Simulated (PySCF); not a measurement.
System: C₆H₇FN₂Si (SMILES N#C/C=C(\CC#N)C[SiH2]F).

Input

```
{"job": {"kind": "nmr", "xc": "PBE0", "basis": "pcSseg-1"}, "charge": 0, "multiplicity": 1}
N     -2.817787    -2.219261     1.390241
C     -1.916335    -1.914084     0.748037
C     -0.809502    -1.548948    -0.034403
C     -0.379354    -0.286014    -0.163673
C     -1.066094     0.853413     0.544217
C     -1.569050     1.799120    -0.422583
N     -1.946137     2.533433    -1.212400
C      0.814622     0.064715    -0.975941
Si     2.395058     0.124091     0.104778
F      2.124801     1.241096     1.234778
H     -0.310400    -2.363732    -0.542424
H     -1.899472     0.492939     1.153970
H     -0.352722     1.377555     1.188734
H      0.666566     1.039159    -1.445475
H      0.959099    -0.666954    -1.770647
H      2.564797    -1.111694     0.850277
H      3.534912     0.597196    -0.657395
```

Launched as:

```sh
OMP_NUM_THREADS=1 python probes_run.py task.json out
```

Geometry: GFN2-xTB.

Theory: PBE0/pcSseg-1, SCF density, gas phase, non-relativistic (PySCF).

### What can the converged electron density and electron localisation function tell about the bonding?

C–N (1.15 Å): ρ at the midpoint is about 3.5 e/Å³; the ELF peaks at about 0.85 between the atoms: a short, multiple covalent bond.
C–C (1.34 Å): ρ is about 2.3 e/Å³ halfway; the ELF peaks at about 0.95 between the atoms: a short, multiple covalent bond.
C–H (1.08 Å): ρ at the midpoint is about 2 e/Å³; the ELF climbs to about 1 towards the hydrogen, as it does in any bond to H; a covalent bond by its length.
C–C (1.40 Å): ρ at the midpoint is about 2 e/Å³; the ELF peaks at about 0.95 between the atoms (a covalent bond).

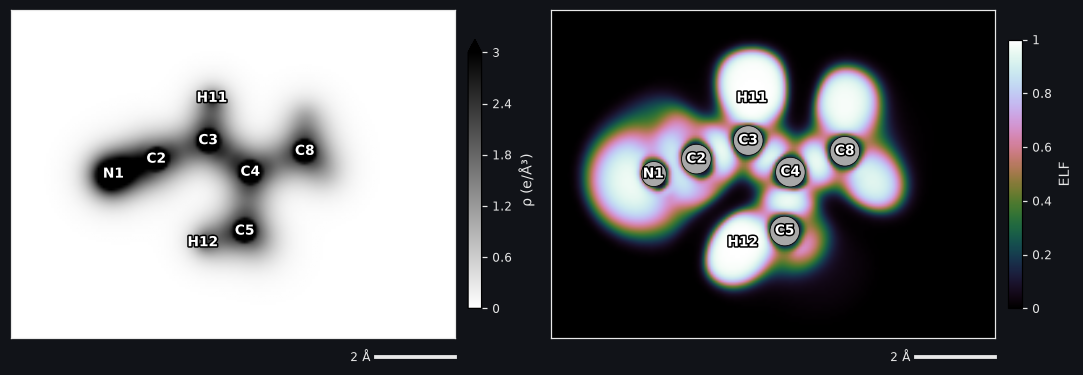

Computed electron density and electron localisation function on the plane of atoms C3, C4 and C5, in this order. Grey discs cover the atomic cores in the ELF map. 
